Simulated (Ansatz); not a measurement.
A computed series for CdS: thickness series

The reference is CdS in the wurtzite structure (space group P6_3mc, No. 186).

```yaml
crystal:
  lattice:
    - [4.16433, 0.00000, 0.00000]
    - [-2.08216, 3.60641, 0.00000]
    - [0.00000, 0.00000, 6.76883]
  atoms:
    - { symbol: Cd, position: [0.66667, 0.33333, 0.00098] }
    - { symbol: Cd, position: [0.33333, 0.66667, 0.50098] }
    - { symbol: S, position: [0.66667, 0.33333, 0.62422] }
    - { symbol: S, position: [0.33333, 0.66667, 0.12422] }
```

Cartesian axes are those of the cell as printed.

Free-standing slabs (4 atom(s) a layer) normal to the y axis with 15 Å of vacuum; in-plane cell held at bulk.

All numbers come from r2SCAN, PAW, 500 eV (Ansatz, a program for electronic structure; without spin-orbit coupling), earlier PAW set.

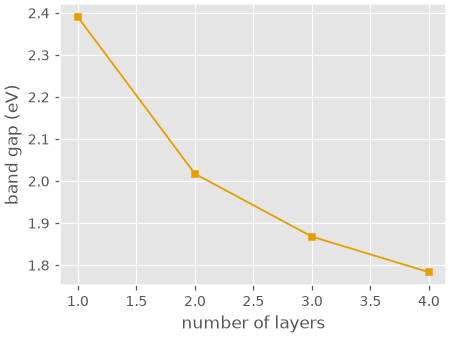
*Band gap against number of layers*

### Question
From the plot, what is the band gap for 2 layers?

### Answer
About 2.02 eV.

### Question
Is the trend monotonic over the range shown?

### Answer
Yes, it falls throughout, spanning 1.78 eV to 2.39 eV.

Whether these cells are dynamically stable was not tested.
